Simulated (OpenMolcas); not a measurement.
Exact exchange and the vertical energy of the triplet above the singlet of GeSiH4F2

GeSiH4F2: 8 atoms, total charge 0, spin state singlet. SMILES: `F[SiH](F)[GeH3]`. The coordinates come from a PBE0-D4/def2-TZVP relaxation.

The vertical energy of the triplet above the singlet y, in eV, basis def2-SVP; a is the functional's share of exact exchange. Programs: OpenMolcas 26.06.

| functional | program | a | y (eV) |
| --- | --- | --- | --- |
| PBE | OpenMolcas | 0 | 6.00 |
| r2SCAN | OpenMolcas | 0 | 6.18 |
| B3LYP | OpenMolcas | 0.2 | ? |
| PBE0 | OpenMolcas | 0.25 | 6.32 |
| BHLYP | OpenMolcas | 0.5 | 6.74 |

Fit y = c + s·a to the known rows and predict B3LYP.


1. Means of the 4 rows: a = 0.1875, y = 6.310.
2. Σ(Δa)² = 0.17188, Σ(Δa·Δy) = 0.2175, so the slope is 0.2175/0.17188 = 1.2654.
3. Intercept: 6.310 − (1.2654) × 0.1875 = 6.073. The largest residual of the fit is 0.11.
4. B3LYP: 6.073 + (1.2654) × 0.2 = 6.33 eV.

The run gave 6.40 eV, so the prediction is off by -0.07 eV, within the largest residual. The rows mix families of semi-local functionals, which the line can't see.

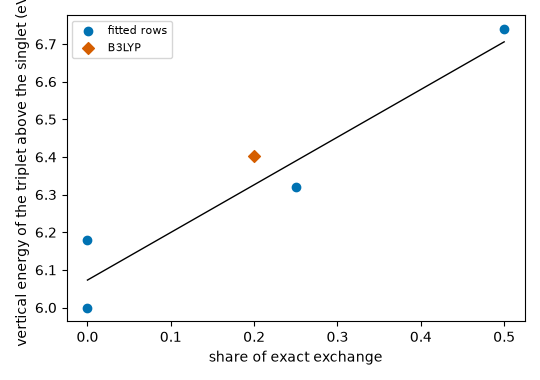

The fitted line, with the withheld row.
